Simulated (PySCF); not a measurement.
Consider CH₆N···C₃H₃NO (SMILES C[NH3+].c1cocn1) (charge +1).

Input file:

```
{"job": {"kind": "inter", "xc": "PBE0", "basis": "def2-SVPD", "disp": "d3bj", "pairs": false}, "charge": 1, "multiplicity": 1, "parts": [{"atoms": "0-7", "charge": 1, "multiplicity": 1}, {"atoms": "8-15", "charge": 0, "multiplicity": 1}]}
C      0.891786     0.393868     0.153970
N     -0.367014    -0.275162    -0.224526
H      1.307306    -0.086002     1.036189
H      0.727435     1.447609     0.372320
H      1.605542     0.313007    -0.661928
H     -0.186985    -1.396288    -0.471385
H     -1.041805    -0.213585     0.540110
H     -0.772355     0.175589    -1.046875
C     -0.986965    -3.594296    -1.282180
C     -0.454655    -4.830566    -1.469603
O      0.836749    -4.781955    -1.104904
C      1.063241    -3.549500    -0.712308
N      0.005917    -2.786079    -0.794616
H     -1.980143    -3.238642    -1.455715
H     -0.858567    -5.754927    -1.828072
H      2.037314    -3.258992    -0.370603
```

Launched as:

```sh
OMP_NUM_THREADS=1 python cluster_run.py task.json out
```

Geometry: GFN2-xTB.

Method: PBE0-D3(BJ)/def2-SVPD, SCF density, gas phase in PySCF 2.14.0.

**What will maps of the electron density and electron localisation function show?**

N13···H6 (1.44 Å): the density falls to about 0.72 e/Å³ on the way; the ELF peaks at about 0.95 between the atoms.
C–N (1.31 Å): ρ at the midpoint is about 2.6 e/Å³; the ELF peaks at about 0.90 between the atoms (a covalent bond).
C–O (1.31 Å): the density is about 2.6 e/Å³ at the midpoint; the ELF peaks at about 0.90 between the atoms (a shared but strongly polarised pair).
C–C (1.36 Å): the density is about 2.2 e/Å³ at the midpoint; the ELF peaks at about 0.95 between the atoms, as expected for localised, covalent bonding.

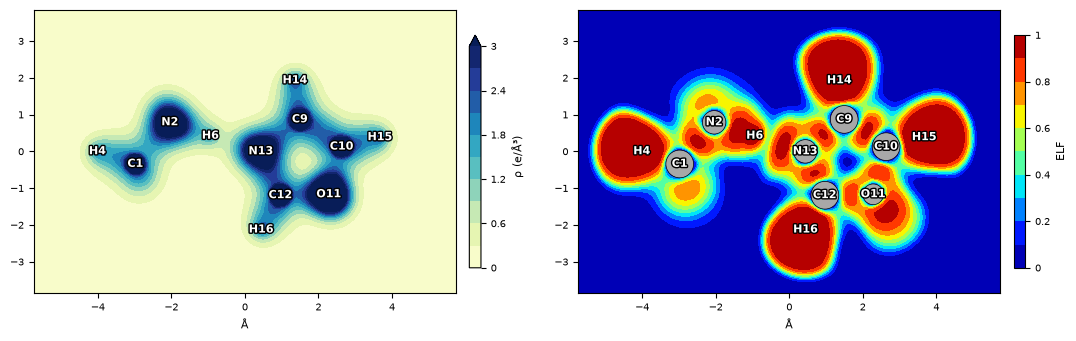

Computed electron density and electron localisation function on the plane of atoms N13, C12 and H16, in this order. Grey discs cover the atomic cores in the ELF map. 
